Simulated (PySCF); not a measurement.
Molecule: methylamine, SMILES CN. Atoms near the plane z = 0.0 Å, at the B3LYP/def2-SVP optimised geometry (x, y, z in Å): C1 (-0.2, -0.6, 0.0), N2 (-0.9, 0.7, 0.0), H3 (-0.6, -1.2, -0.9), H4 (-0.6, -1.2, 0.9), H5 (0.9, -0.6, 0.0), H6 (-0.6, 1.2, -0.8), H7 (-0.6, 1.2, 0.8).

Calculation: B3LYP/def2-TZVP in PySCF. Cells within 0.4 Å of a nucleus heavier than hydrogen are left out (blank, or x). The values are rescaled to run from 0 to 1.

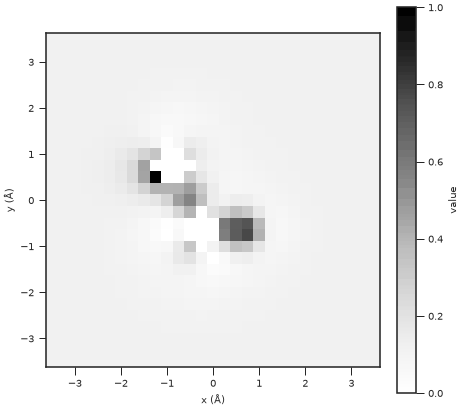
Figure. a field on the plane z = 0.0 Å.

Problem. Which quantity is mapped?
A. electrostatic potential
B. an orbital amplitude
C. deformation density (molecule minus spherical neutral atoms)
D. log10 of the electron density

Solution. C, deformation density (molecule minus spherical neutral atoms). In full: deformation density (molecule minus spherical neutral atoms) (e/bohr³).
